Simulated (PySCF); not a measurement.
**C4H7F3OSi2 (SMILES O=C(C1[SiH2]C[SiH2]1)C(F)(F)F): density, localisation and related maps**

```yaml
atoms:
  - { symbol: O, position_ang: [-0.7852, -1.8677, 0.2244] }
  - { symbol: C, position_ang: [-1.1102, -0.7026, 0.1427] }
  - { symbol: C, position_ang: [-0.2516, 0.4405, 0.2658] }
  - { symbol: Si, position_ang: [0.9479, 0.4449, -1.2939] }
  - { symbol: C, position_ang: [2.3814, 0.0379, -0.0965] }
  - { symbol: Si, position_ang: [1.2396, 0.0969, 1.4498] }
  - { symbol: C, position_ang: [-2.5843, -0.3462, -0.1892] }
  - { symbol: F, position_ang: [-2.6509, 0.4075, -1.3072] }
  - { symbol: F, position_ang: [-3.1465, 0.3873, 0.7900] }
  - { symbol: F, position_ang: [-3.3673, -1.4051, -0.3859] }
  - { symbol: H, position_ang: [-0.8132, 1.3622, 0.3854] }
  - { symbol: H, position_ang: [0.6014, -0.5745, -2.2757] }
  - { symbol: H, position_ang: [0.9474, 1.7910, -1.8633] }
  - { symbol: H, position_ang: [2.8302, -0.9364, -0.2692] }
  - { symbol: H, position_ang: [3.1958, 0.7570, -0.0955] }
  - { symbol: H, position_ang: [1.4561, 1.2618, 2.3091] }
  - { symbol: H, position_ang: [1.1026, -1.1423, 2.1994] }
```

Geometry: GFN2-xTB.

These are results of PBE0/pcSseg-1, SCF density, gas phase, non-relativistic in PySCF, not measurements.

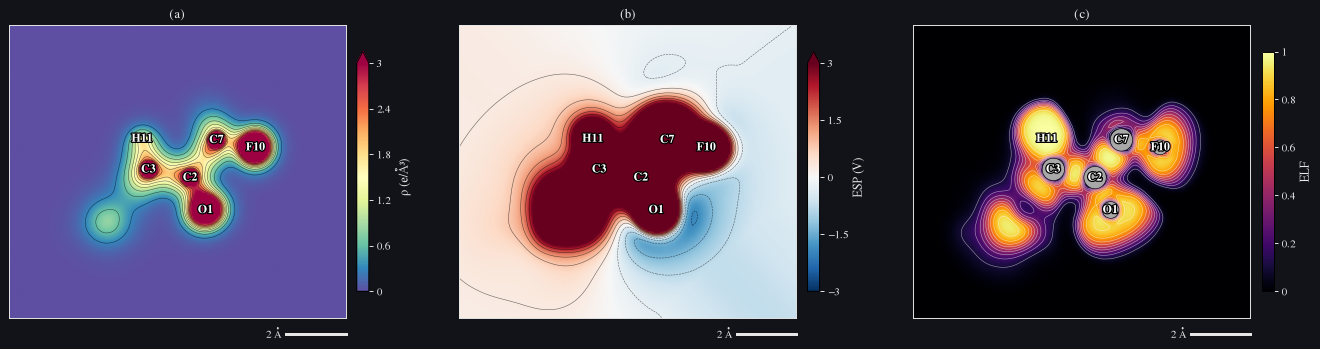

Figure 1. (a) total electron density; (b) electrostatic potential; (c) electron localisation function on the plane of atoms O1, C2 and C7. Grey discs cover the atomic cores in the ELF map.

> Describe what can be read from this map.

The section cuts through O, C, F and H sites.
C–O (1.21 Å): ρ is about 3.3 e/Å³ halfway; the ELF peaks at about 0.85 between the atoms: a short, multiple covalent bond.
C–F (1.33 Å): ρ is about 2.4 e/Å³ halfway; the ELF peaks at about 0.85 between the atoms; a polar covalent bond.
C–C (1.43 Å): ρ at the midpoint is about 1.9 e/Å³; the ELF peaks at about 0.95 between the atoms; a covalent bond.
C–H (1.09 Å): ρ at the midpoint is about 2 e/Å³; the ELF climbs to about 1 towards the hydrogen, as it does in any bond to H (a covalent bond by its length).
C–C (1.55 Å): ρ is about 1.7 e/Å³ halfway; the ELF peaks at about 1 between the atoms; localised, covalent bonding.
The ELF also peaks beside O1 and F10, away from the bonds: lone-pair regions.
Outside the dense part of the molecule the potential is most negative (−2.0 V) near O1.

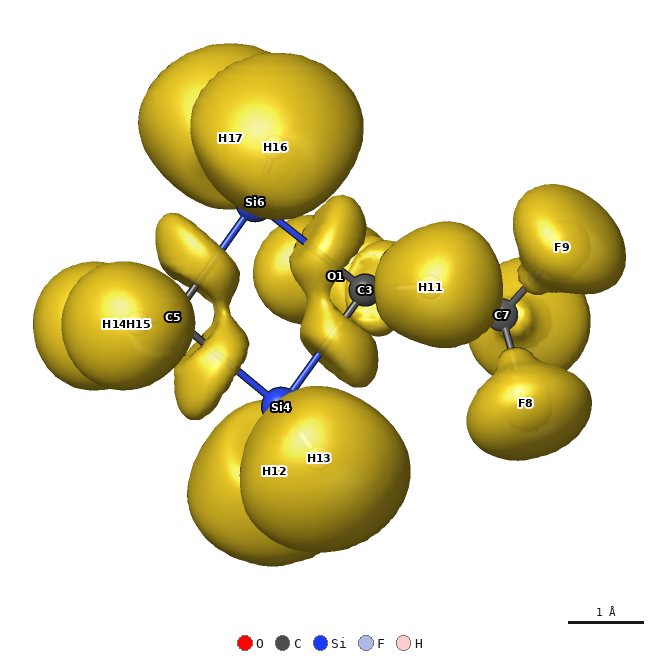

Figure 2. Isosurface of the electron localisation function at 0.75 (yellow), seen at a tilt. Core shells and regions of very low density are left out.

> Identify the bonds, lone pairs and shells in this picture.

The surface consists of two regions between bonded C–C atoms (shared pairs), seven regions around hydrogen nuclei, two regions on C in which the atom's valence shell and bonds are merged, three regions on F in which the atom's valence shell and bonds are merged and one region on O in which the atom's valence shell and bonds are merged.

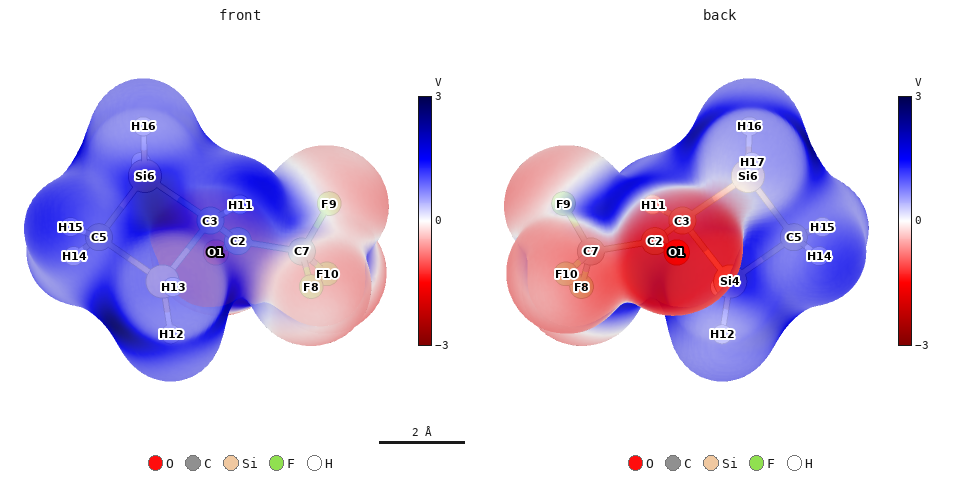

Figure 3. The electrostatic potential painted on the density surface at 0.004 e/bohr³, seen from the front and from behind; the colour scale runs from red (negative) to blue (positive).

> Which sites attract a positive test charge, and which a negative one?

A positive charge is drawn to the negative regions and a negative charge to the positive ones. The most negative region (about −1.8 V) lies over O1, the most positive (about +2.5 V) over Si4 and Si6. O1 is the likeliest acceptor of a hydrogen bond.

> How polar is the molecule by this calculation?

Its dipole moment is 3.90 D.
